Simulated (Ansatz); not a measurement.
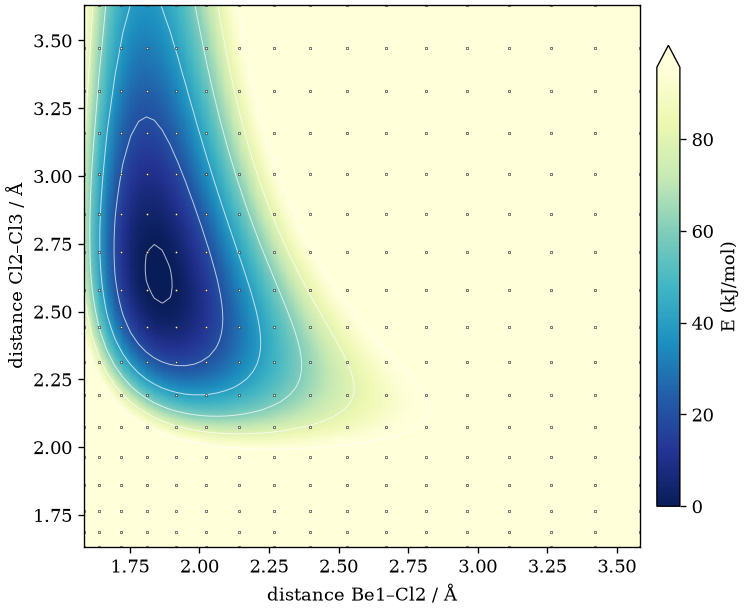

The system Be + Cl₂. 
- The first coordinate is: distance Be1–Cl2; the second: distance Cl2–Cl3.
- Nothing is relaxed (the angle Be1–Cl2–Cl3 is fixed at 180 degrees).
- Grid: 17 × 17 points.
- All energies are given in kJ/mol relative to the lowest grid point.
- The reference is spin-restricted, so regions where a bond is pulled apart into radicals lie too high.
- Method: RKS PBE0-D4/def2-SVPD (Ansatz 0.2.0).

In the figure: a smooth colour map with a few white contour lines, dots at the grid points, one colour for all values above the top of the scale. Between grid points the surface is interpolated.

> Where is the minimum, and how stiff is the well along each coordinate?

The interpolated minimum is at distance Be1–Cl2 ≈ 1.851 Å, distance Cl2–Cl3 ≈ 2.632 Å. The curvatures there are about 14 eV/Å² and 3.1 eV/Å², with a cross term of about 2 eV/Å². Round the minimum the valley is somewhat tilted: raising distance Be1–Cl2 shifts the best value of distance Cl2–Cl3 downwards (coupling k₁₂/√(k₁₁k₂₂) about 0.3). (1 eV is 96.5 kJ/mol.)
